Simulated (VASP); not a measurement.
Input:

```xyz
2
Lattice="0.0000 2.5955 2.5955 2.5955 0.0000 2.5955 2.5955 2.5955 0.0000" Properties=species:S:1:pos:R:3 pbc="T T T"
Hf     0.0000     0.0000     0.0000
B      1.2977     1.2977     1.2977
```

Computed with PBEsol GGA, VASP's PBE PAW potentials (set 64) (plane waves; VASP). Numerical set-up: 520 eV cut-off, 14×14×14 Γ-centred mesh, tetrahedra with Blöchl corrections, potentials Hf_pv B.

Unless said otherwise, spin-orbit coupling is left out, though it shifts the bands of the heavy elements here.

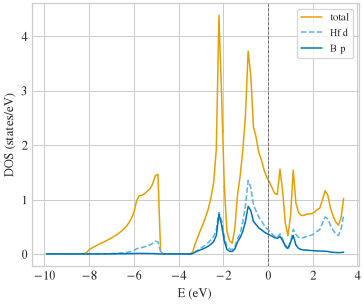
*Total and projected density of states, zero at the Fermi level*

Within 2 eV below the Fermi level the largest weight inside VASP's projection spheres is Hf d, then B p.

It has no gap at this level: it comes out as a metal or semimetal.

The structure was generated: HfB was put into the zinc blende type (F-43m), which need not be its known phase. It was relaxed first, which changed the volume by -35 %. The electron count is odd and the run is not spin-polarised, which forces a metal.
